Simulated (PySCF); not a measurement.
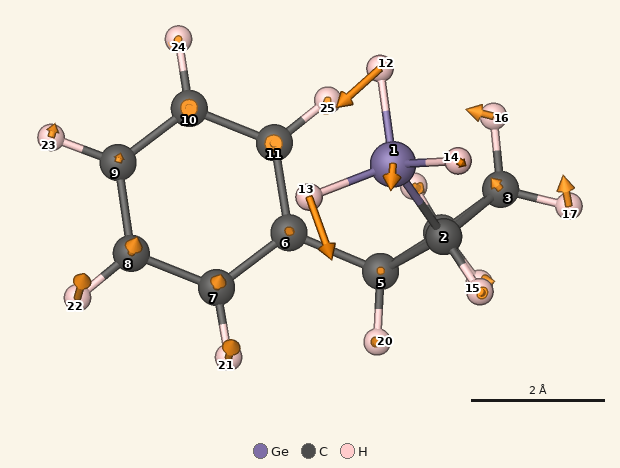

This is a relaxation of C10H14Ge. The starting structure is drawn; orange arrows show the displacements, at their true length. The two geometries are superimposed by the best rigid fit.

Style: ball-and-stick. Shown from a free direction.

The start comes from GFN2-xTB. Its atoms were then displaced at random by about 0.01 Å.

Method: PBE0-D3(BJ)/def2-SVP geometry optimisation, gas phase in PySCF 2.14.0, density-fitted response routines. 

Atoms of which element are displaced furthest, and by how much?

Hydrogen: up to 1.08 Å, against 0.46 Å for germanium.

What happened in the run?

The atom that moves furthest after the best rigid fit is an H atom (1.08 Å). By element the largest moves are H 1.08 Å, Ge 0.46 Å, C 0.44 Å. Near-neighbour distances that change, for instance: Ge–H 1.478 → 1.541 Å, C–C 1.577 → 1.538 Å, C–H 1.063 → 1.100 Å, Ge–H 1.511 → 1.539 Å. Among the angles between lasting bonds that change: C–Ge–H 115.7° → 110.9°, H–Ge–H 104.2° → 108.6°, C–C–H 114.1° → 118.2°. Groups turn about C–C by about 20°. Over 16 geometry steps the energy falls by 6.36 kcal/mol.
